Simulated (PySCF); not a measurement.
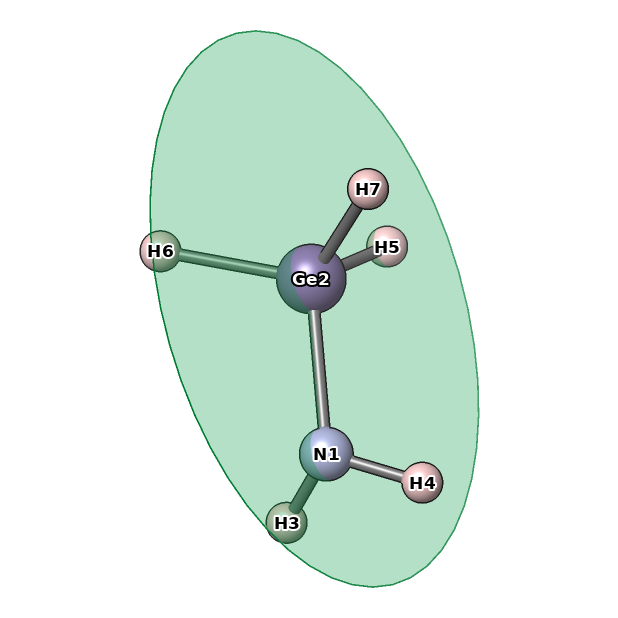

A disc through the centre of mass is drawn in. Atoms fade into the background with distance from the viewer. The computed structure is the end point of a PBE0-D3(BJ)/def2-SVP optimisation. No frequency run is at hand to confirm it as a minimum.

Q: Is the plane of the disc a mirror plane of the structure?

A: Yes. The reflection leaves N1, Ge2, H5 in place and moves H3 ↔ H4; H6 ↔ H7. The point group is Cs.
